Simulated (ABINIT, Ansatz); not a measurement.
# Converging GW for BaNaH6Ir (F-43m) in ABINIT

Aim: raise bands and screening cutoff together for BaNaH6Ir (F-43m) and follow gap and time.

Calculated with ABINIT 10.8.3; LDA and many-body steps on it, plane waves.

## 1. Starting point

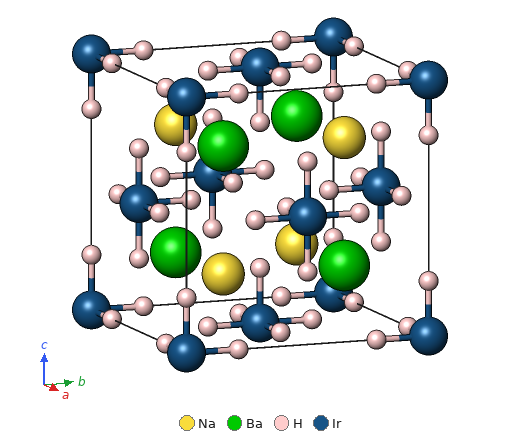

The starting structure, seen slightly off an axis (sodium yellow, barium green, hydrogen pink, iridium blue). This picture shows the conventional cell, with its axes. Some periodic images of atoms are drawn too.

As a file:

```cif
data_structure
_symmetry_space_group_name_H-M 'P 1'
_symmetry_Int_Tables_number 1
_cell_length_a 5.5473
_cell_length_b 5.5473
_cell_length_c 5.5473
_cell_angle_alpha 60.000
_cell_angle_beta 60.000
_cell_angle_gamma 60.000
_cell_volume 120.71
loop_
_atom_site_label
_atom_site_type_symbol
_atom_site_fract_x
_atom_site_fract_y
_atom_site_fract_z
_atom_site_occupancy
Na1 Na 0.25000 0.25000 0.25000 1
Ba2 Ba 0.75000 0.75000 0.75000 1
H3 H 0.78497 0.21503 0.21503 1
H4 H 0.21503 0.78497 0.21503 1
H5 H 0.78497 0.78497 0.21503 1
H6 H 0.21503 0.78497 0.78497 1
H7 H 0.78497 0.21503 0.78497 1
H8 H 0.21503 0.21503 0.78497 1
Ir9 Ir 0.00000 0.00000 0.00000 1
```

The cell and positions are those that the Materials Project relaxed with its own functionals (PBE, PBE+U or r2SCAN), kept fixed. Spin-orbit coupling is left out unless a step names it.

## 2. Empty states on the mesh, 2×2×2 mesh, 237 bands

This step: ABINIT 10.8.3; DFT, LDA, plane waves, norm-conserving pseudopotentials.

The sums over transitions need many empty states on a uniform mesh; this step solves for them.

File run.abi:

```
acell 3*1.0 Angstrom
rprim 
  -0.000000000000 3.922549000000 3.922549000000
  3.922549000000 -0.000000000000 3.922549000000
  3.922549000000 3.922549000000 -0.000000000000
ntypat 4
znucl 11 56 1 77
natom 9
typat 1 2 3 3 3 3 3 3 4
xred 
  0.250000000000 0.250000000000 0.250000000000
  0.750000000000 0.750000000000 0.750000000000
  0.784973000000 0.215027000000 0.215027000000
  0.215027000000 0.784973000000 0.215027000000
  0.784973000000 0.784973000000 0.215027000000
  0.215027000000 0.784973000000 0.784973000000
  0.784973000000 0.215027000000 0.784973000000
  0.215027000000 0.215027000000 0.784973000000
  0.000000000000 0.000000000000 0.000000000000
pp_dirpath "pseudos"
pseudos "Na.upf, Ba.upf, H.upf, Ir.upf"
ecut 38
ngkpt 2 2 2
nshiftk 1
shiftk 0 0 0
kptopt 1
chksymbreak 0
iscf -2
irdden 1
istwfk *1
nband 237
nbdbuf 20
tolwfr 1e-09
nstep 60
prtvol 0
indata_prefix "in"
outdata_prefix "out"
tmpdata_prefix "tmp"
```

Command:

```console
OMP_NUM_THREADS=1 mpirun -n 4 abinit run.abi > log
```

Numbers of over 12 decimals in the logs are rounded to 6 here.

What it wrote:

```text
.Version 10.8.3 of ABINIT. v10.8.2 released Aug 2026.

 Symmetries : space group F-4 3 m (#216); Bravais cF (face-center cubic)
[... echo of the input left out ...]
== DATASET  1 ==================================================================
-   mpi_nproc: 4, omp_nthreads: 1 (-1 if OMP is not activated)
-    --> not optimal distribution: autoparal keyword recommended in input file <--

--- !DatasetInfo
iteration_state: {dtset: 1, }
dimensions: {natom: 9, nkpt: 3, mband: 237, nsppol: 1, nspinor: 1, nspden: 1, mpw: 9185, }
cutoff_energies: {ecut:  38.0, pawecutdg:  -1.0, }
[...]
2.88754    2.88754    2.90161    2.90161    2.90161    2.91856    2.91856    2.93474
   2.93474    2.94652    2.94653    2.94653    2.95650    2.95650    2.95651    2.99666
   2.99672    2.99732    3.00377    3.00404    3.00463
 prteigrs : prtvol=0 or 1, do not print more k-points.

== END DATASET(S) ==============================================================
================================================================================

 -outvars: echo values of variables after computation  --------
            nband         237
             nkpt           3
          spgroup         216
 [... the other variables as echoed above ...]

 Calculation completed.
```

It took 2.1 min on 4 MPI ranks of Arm Neoverse V1, shared host; peak memory 0.47 GiB; 8.5 min of CPU time.

This step gave:

- gap: 2.990 eV
- k of the valence top: 0, 0, 0
- k of the conduction bottom: 0.5, 0.5, 0
- least direct gap: 3.020 eV
- k points computed: 3
- lowest point of the top converged band, above the valence top: 74.3921 eV

On this mesh the gap is 2.990 eV.

The density comes from a self-consistent run that is not shown.

## 3. Screening, 2×2×2 mesh, 45 bands, screening to 62.6 eV

The RPA dielectric matrix is built and inverted for each q.

This step: RPA screening on LDA, plane waves, norm-conserving pseudopotentials.

run.abi: that of step 2 with these lines changed.

```diff
@@ -27,10 +27,11 @@
 chksymbreak 0
-iscf -2
-irdden 1
 istwfk *1
-nband 237
-nbdbuf 20
-tolwfr 1e-09
-nstep 60
-prtvol 0
+occopt 1
+irdwfk 1
+optdriver 3
+nband 45
+ecuteps 2.3
+inclvkb 2
+awtr 1
+symchi 1
 indata_prefix "in"
```

What it wrote:

```text
.Version 10.8.3 of ABINIT. v10.8.2 released Aug 2026.

 Symmetries : space group F-4 3 m (#216); Bravais cF (face-center cubic)
[... echo of the input left out ...]
== DATASET  1 ==================================================================
-   mpi_nproc: 4, omp_nthreads: 1 (-1 if OMP is not activated)

--- !DatasetInfo
iteration_state: {dtset: 1, }
dimensions: {natom: 9, nkpt: 3, mband: 45, nsppol: 1, nspinor: 1, nspden: 1, mpw: 9185, }
cutoff_energies: {ecut:  38.0, pawecutdg:  -1.0, }
electrons: {nelect:   4.20000000E+01, charge:   0.00000000E+00, occopt:   1.00000000E+00, tsmear:   1.00000000E-02, }

 SCREENING: Calculation of the susceptibility and dielectric matrices

 Based on a program developped by R.W. Godby, V. Olevano, G. Onida, and L. Reining.
 Incorporated in ABINIT by V. Olevano, G.-M. Rignanese, and M. Torrent.
.Using double precision arithmetic ; gwpc =  8

[... cell and pseudopotentials left out ...]
--------------------------------------------------------------------------------

 ==== K-mesh for the wavefunctions ====
 Number of points in the irreducible wedge :     3
[... list of points left out ...]
 Together with 24 symmetry operations and time-reversal symmetry
 yields     8 points in the full Brillouin Zone.

 ==== Q-mesh for the screening function ====
 Number of points in the irreducible wedge :     3
[... list of points left out ...]
 Together with 24 symmetry operations and time-reversal symmetry
 yields     8 points in the full Brillouin Zone.

 setmesh: FFT mesh size selected  =    36x   36x   36
          total number of points  =        46656

 vcoul_init : cutoff-mode = AUXILIARY_FUNCTION
 q-points for optical limit:   1
     1)      0.000010    0.000020    0.000030

- screening: taking advantage of time-reversal symmetry
- Maximum band index for partially occupied states nbvw = 21
- Remaining bands to be divided among processors   nbcw = 24
- Number of bands treated by each node ~6

 Number of electrons calculated from density =   42.0000; Expected =   42.0000
 average of density, n =  0.051561
 r_s =    1.6667
 omega_plasma =   21.9035 [eV]

 calculating chi0 at frequencies [eV] :
  1    0.000000E+00    0.000000E+00
  2    0.000000E+00    2.190354E+01

--------------------------------------------------------------------------------
  q-point number  1        q = ( 0.000000, 0.000000, 0.000000) [r.l.u.]
--------------------------------------------------------------------------------
[... chi0 elements left out ...]
 For q-point:  0.000010 0.000020 0.000030
  dielectric constant =   4.0825
  dielectric constant without local fields =   4.9291

  Average fulfillment of the sum rule on Im[epsilon] for q-point    1 :     27.83  [%]
[... wings left out ...]
  q-point number  2        q = ( 0.500000, 0.000000, 0.000000) [r.l.u.]
--------------------------------------------------------------------------------
[... chi0 elements left out ...]
  Average fulfillment of the sum rule on Im[epsilon] for q-point    2 :     39.04  [%]

 [... 1 further q-points ...]
```

Wall time 7.7 s (4 MPI ranks); peak memory 1.3 GiB; 31 s of CPU time.

This step gave:

```yaml
eps_infinity_with_local_fields_on_this_mesh_along_the_program_s_q_direction: 4.082
the_same_without_local_fields: 4.929
plasma_frequency: 21.90 eV
plane_waves_in_the_screening_matrix: 137
```

Local fields lower ε∞ by 17 %. On a Γ-centred mesh this coarse the value itself is usually too large, while a short band sum pulls it down.

## 4. 45 bands, 62.6 eV

The self-energy is evaluated for the states that the input lists, and the levels follow from it, in one-shot runs by the linearised quasiparticle equation.

This step: G0W0 on LDA, plane waves, norm-conserving pseudopotentials.

run.abi: that of step 3 with these lines changed.

```diff
@@ -30,8 +30,17 @@
 irdwfk 1
-optdriver 3
+optdriver 4
 nband 45
+gwcalctyp 0
+ecutsigx 38
+symsigma 1
+nkptgw 2
+kptgw 
+  0.0000000000 0.0000000000 0.0000000000
+  0.5000000000 0.5000000000 0.0000000000
+bdgw 
+  19 24
+  20 23
 ecuteps 2.3
-inclvkb 2
-awtr 1
-symchi 1
+irdscr 1
+ppmodel 1
 indata_prefix "in"
```

What it wrote:

```text
.Version 10.8.3 of ABINIT. v10.8.2 released Aug 2026.

 Symmetries : space group F-4 3 m (#216); Bravais cF (face-center cubic)
[... echo of the input left out ...]
== DATASET  1 ==================================================================
-   mpi_nproc: 4, omp_nthreads: 1 (-1 if OMP is not activated)

--- !DatasetInfo
iteration_state: {dtset: 1, }
dimensions: {natom: 9, nkpt: 3, mband: 45, nsppol: 1, nspinor: 1, nspden: 1, mpw: 9185, }
cutoff_energies: {ecut:  38.0, pawecutdg:  -1.0, }
electrons: {nelect:   4.20000000E+01, charge:   0.00000000E+00, occopt:   1.00000000E+00, tsmear:   1.00000000E-02, }

 SIGMA: Calculation of the GW corrections

 Based on a program developped by R.W. Godby, V. Olevano, G. Onida, and L. Reining.
 Incorporated in ABINIT by V. Olevano, G.-M. Rignanese, and M. Torrent.
.Using double precision arithmetic ; gwpc =  8

[... cell and pseudopotentials left out ...]
--------------------------------------------------------------------------------

 ==== K-mesh for the wavefunctions ====
 Number of points in the irreducible wedge :     3
[... list of points left out ...]
 Together with 24 symmetry operations and time-reversal symmetry
 yields     8 points in the full Brillouin Zone.

 ==== Q-mesh for screening function ====
 Number of points in the irreducible wedge :     3
[... list of points left out ...]
 Together with 24 symmetry operations and time-reversal symmetry
 yields     8 points in the full Brillouin Zone.

 vcoul_init : cutoff-mode = AUXILIARY_FUNCTION
 q-points for optical limit:   1
     1)      0.000010    0.000020    0.000030
 setmesh: FFT mesh size selected  =    60x   60x   60
          total number of points  =       216000

 Number of electrons calculated from density =   42.0000; Expected =   42.0000
 average of density, n =  0.051561
 r_s =    1.6667
 omega_plasma =   21.9035 [eV]

 === KS Band Gaps ===
  >>>> For spin  1
   Minimum direct gap =   3.0205 [eV], located at k-point      :   0.5000  0.5000  0.0000
   Fundamental gap    =   2.9903 [eV], Top of valence bands at :   0.0000  0.0000  0.0000
                                       Bottom of conduction at :   0.5000  0.5000  0.0000
 SIGMA fundamental parameters:
 PLASMON POLE MODEL  1
 number of plane-waves for SigmaX                 9185
 number of plane-waves for SigmaC and W            137
 number of plane-waves for wavefunctions          9185
 number of bands                                    45
 number of independent spin polarizations            1
 number of spinorial components                      1
 number of k-points in IBZ                           3
 number of q-points in IBZ                           3
 number of symmetry operations                      24
 number of k-points in BZ                            8
 number of q-points in BZ                            8
 number of frequencies for dSigma/dE                 9
 frequency step for dSigma/dE [eV]                0.25
 number of omega for Sigma on real axis              0
 max omega for Sigma on real axis  [eV]           0.00
 zcut for avoiding poles [eV]                     0.10

 EPSILON^-1 parameters (SCR file):
 dimension of the eps^-1 matrix on file            137
 dimension of the eps^-1 matrix used               137
 number of plane-waves for wavefunctions          9185
 number of bands                                    45
 number of q-points in IBZ                           3
 number of frequencies                               2
 number of real frequencies                          1
 number of imag frequencies                          1

 matrix elements of self-energy operator (all in [eV])

 Perturbative Calculation

--- !SelfEnergy_ee
iteration_state: {dtset: 1, }
kpoint     : [   0.000,    0.000,    0.000, ]
spin       : 1
KS_gap     :    4.356
QP_gap     :    5.507
Delta_QP_KS:    1.151
data: !SigmaeeData |
     Band     E0 <VxcDFT>   SigX SigC(E0)      Z dSigC/dE  Sig(E)    E-E0       E
       19   1.722 -18.170 -21.641   4.174   0.778  -0.286 -17.624   0.546   2.268
       20   1.722 -18.170 -21.641   4.174   0.778  -0.286 -17.624   0.546   2.268
       21   1.722 -18.170 -21.641   4.174   0.778  -0.286 -17.624   0.546   2.268
       22   6.078  -8.577  -4.021  -2.558   0.849  -0.178  -6.880   1.697   7.774
       23   6.873 -12.709  -7.531  -2.530   0.830  -0.204 -10.510   2.199   9.071
       24   6.873 -12.709  -7.531  -2.530   0.830  -0.204 -10.510   2.199   9.071

--- !SelfEnergy_ee
iteration_state: {dtset: 1, }
kpoint     : [   0.500,    0.500,    0.000, ]
spin       : 1
KS_gap     :    3.020
QP_gap     :    4.203
Delta_QP_KS:    1.183
data: !SigmaeeData |
     Band     E0 <VxcDFT>   SigX SigC(E0)      Z dSigC/dE  Sig(E)    E-E0       E
       20   1.692 -17.958 -21.423   4.159   0.778  -0.285 -17.418   0.540   2.231
       21   1.692 -17.958 -21.423   4.159   0.778  -0.285 -17.418   0.540   2.231
       22   4.712 -11.462  -7.150  -2.251   0.836  -0.196  -9.739   1.722   6.434
       23   6.945 -11.156  -6.632  -2.251   0.839  -0.192  -9.249   1.907   8.852

== END DATASET(S) ==============================================================
================================================================================

 -outvars: echo values of variables after computation  --------
           etotal      0.0000000000E+00
            nband          45
             nkpt           3
          spgroup         216
 [... the other variables as echoed above ...]

 Calculation completed.
```

Wall time 5.5 s (4 MPI ranks); peak memory 0.25 GiB; 22 s of CPU time.

This step gave:

```
G0W0 gap on the points computed              : 4.166 eV
starting gap on the mesh                     : 2.990 eV
k of the valence top                         : 0, 0, 0
k of the conduction bottom                   : 0.5, 0.5, 0
Z at the valence top                         : 0.778
Z at the conduction bottom                   : 0.836
least direct G0W0 gap on the computed points : 4.203 eV
```

The gap on the mesh goes from 2.99 eV to 4.17 eV, a correction of +1.18 eV.

## 5. Screening, 2×2×2 mesh, 100 bands, screening to 114.3 eV

This step: RPA screening on LDA, plane waves, norm-conserving pseudopotentials.

run.abi: that of step 4 with these lines changed.

```diff
@@ -30,17 +30,8 @@
 irdwfk 1
-optdriver 4
-nband 45
-gwcalctyp 0
-ecutsigx 38
-symsigma 1
-nkptgw 2
-kptgw 
-  0.0000000000 0.0000000000 0.0000000000
-  0.5000000000 0.5000000000 0.0000000000
-bdgw 
-  19 24
-  20 23
-ecuteps 2.3
-irdscr 1
-ppmodel 1
+optdriver 3
+nband 100
+ecuteps 4.2
+inclvkb 2
+awtr 1
+symchi 1
 indata_prefix "in"
```

What it wrote:

```text
.Version 10.8.3 of ABINIT. v10.8.2 released Aug 2026.

 Symmetries : space group F-4 3 m (#216); Bravais cF (face-center cubic)
[... echo of the input left out ...]
== DATASET  1 ==================================================================
-   mpi_nproc: 4, omp_nthreads: 1 (-1 if OMP is not activated)

--- !DatasetInfo
iteration_state: {dtset: 1, }
dimensions: {natom: 9, nkpt: 3, mband: 100, nsppol: 1, nspinor: 1, nspden: 1, mpw: 9185, }
cutoff_energies: {ecut:  38.0, pawecutdg:  -1.0, }
electrons: {nelect:   4.20000000E+01, charge:   0.00000000E+00, occopt:   1.00000000E+00, tsmear:   1.00000000E-02, }

 SCREENING: Calculation of the susceptibility and dielectric matrices

 Based on a program developped by R.W. Godby, V. Olevano, G. Onida, and L. Reining.
 Incorporated in ABINIT by V. Olevano, G.-M. Rignanese, and M. Torrent.
.Using double precision arithmetic ; gwpc =  8

[... cell and pseudopotentials left out ...]
--------------------------------------------------------------------------------

 ==== K-mesh for the wavefunctions ====
 Number of points in the irreducible wedge :     3
[... list of points left out ...]
 Together with 24 symmetry operations and time-reversal symmetry
 yields     8 points in the full Brillouin Zone.

 ==== Q-mesh for the screening function ====
 Number of points in the irreducible wedge :     3
[... list of points left out ...]
 Together with 24 symmetry operations and time-reversal symmetry
 yields     8 points in the full Brillouin Zone.

 setmesh: FFT mesh size selected  =    40x   40x   40
          total number of points  =        64000

 vcoul_init : cutoff-mode = AUXILIARY_FUNCTION
 q-points for optical limit:   1
     1)      0.000010    0.000020    0.000030

- screening: taking advantage of time-reversal symmetry
- Maximum band index for partially occupied states nbvw = 21
- Remaining bands to be divided among processors   nbcw = 79
- Number of bands treated by each node ~19

 Number of electrons calculated from density =   42.0000; Expected =   42.0000
 average of density, n =  0.051561
 r_s =    1.6667
 omega_plasma =   21.9035 [eV]

 calculating chi0 at frequencies [eV] :
  1    0.000000E+00    0.000000E+00
  2    0.000000E+00    2.190354E+01

--------------------------------------------------------------------------------
  q-point number  1        q = ( 0.000000, 0.000000, 0.000000) [r.l.u.]
--------------------------------------------------------------------------------
[... chi0 elements left out ...]
 For q-point:  0.000010 0.000020 0.000030
  dielectric constant =   4.0985
  dielectric constant without local fields =   5.0281

  Average fulfillment of the sum rule on Im[epsilon] for q-point    1 :     55.89  [%]
[... wings left out ...]
  q-point number  2        q = ( 0.500000, 0.000000, 0.000000) [r.l.u.]
--------------------------------------------------------------------------------
[... chi0 elements left out ...]
  Average fulfillment of the sum rule on Im[epsilon] for q-point    2 :     63.33  [%]

 [... 1 further q-points ...]
```

Run time: 17 s. Hardware: 4 MPI ranks; peak memory 1.5 GiB; 69 s of CPU time.

Numbers from this step:

```
ε∞ with local fields, on this mesh, along the program's q direction : 4.098
the same without local fields                                       : 5.028
plasma frequency                                                    : 21.90 eV
plane waves in the screening matrix                                 : 331
```

(Continued in part 2 of 2.)

[Paths, hosts, dates, memory and timing lines, banners, echoed tables and standing remarks are left out of the program output.]

[Logs are printed without paths, hosts, clocks, repeated set-up lines and the standing remarks that a program may print on its own settings, such as how far it seeks lower states.]

[Runs of the session that timed out or met a known fault of the program may be left out.]

[Hosts, paths, dates, database ids (printed as entryN), source tags and the programs' standing remarks are cut or masked in the printed files.]

[G0W0 gaps are taken among the corrected bands and points alone; a level outside them can change the order at an edge.]

[Where Ansatz stands beside ABINIT at settings called matched, ABINIT's density can come from a denser mesh and the files from another edition; pairs whose starting gaps differed by over 0.03 eV were left out, so agreement reads better than it is.]
